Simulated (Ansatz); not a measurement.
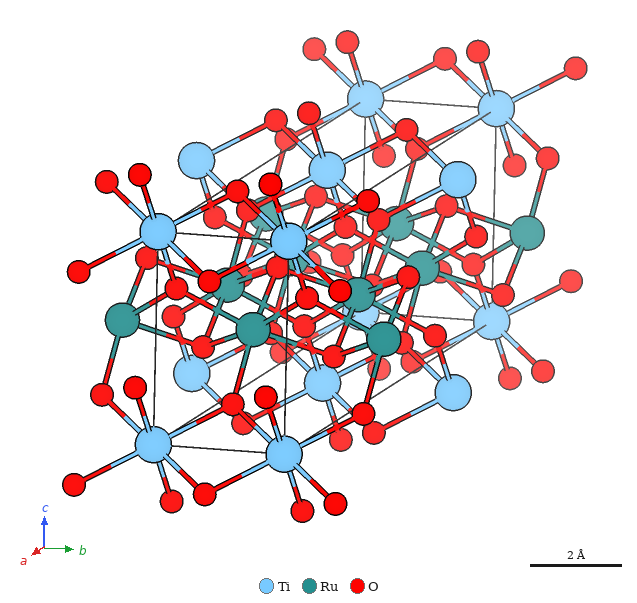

Ball-and-stick drawing of the structure, looking slightly off an axis. The edges of the conventional unit cell are marked. The bonded neighbours beyond the faces are included.

TiRu₂O₆, space group C2/m (No. 12), a = 14.324 Å, b = 3.050 Å, c = 4.764 Å, α = 90.00°, β = 93.90°, γ = 90.00°. Origin of the cell: a structure type filled with these elements by a generator (whether the compound takes this form wasn't checked). Earlier steps of the study may have refined or changed the cell and positions. It was run through Ansatz as a DFT input.

This one geometry was computed with Ansatz (DFT, plane waves, PAW) at three levels of theory: PBE, r2SCAN and PBE+U (U_eff = 4.00 eV on Ti d).

Question: Which level gives the highest pressure at this volume, and what does that say about its equilibrium volume?

Answer: Highest: PBE+U (U_eff = 4.00 eV on Ti d) (1.2 GPa), which points to the largest equilibrium volume. Lowest, with the smallest volume: r2SCAN (-5.2 GPa). Levels within 0.5 GPa of each other can't be told apart.

Question: How does the band gap change with the level of theory?

Answer: All levels give a metal.

Question: Collect the results in a table.

Answer:
| level | cutoff (eV) | k-mesh of the run's cell | gap (eV) | pressure (GPa) |
| --- | --- | --- | --- | --- |
| PBE | 420 | 12×12×8 | metal | 0.0 |
| r2SCAN | 500 | 12×12×8 | metal | -5.2 |
| PBE+U (U_eff = 4.00 eV on Ti d) | 420 | 12×12×8 | metal | 1.2 |

Gaps are taken on the k-mesh or band path of each run.
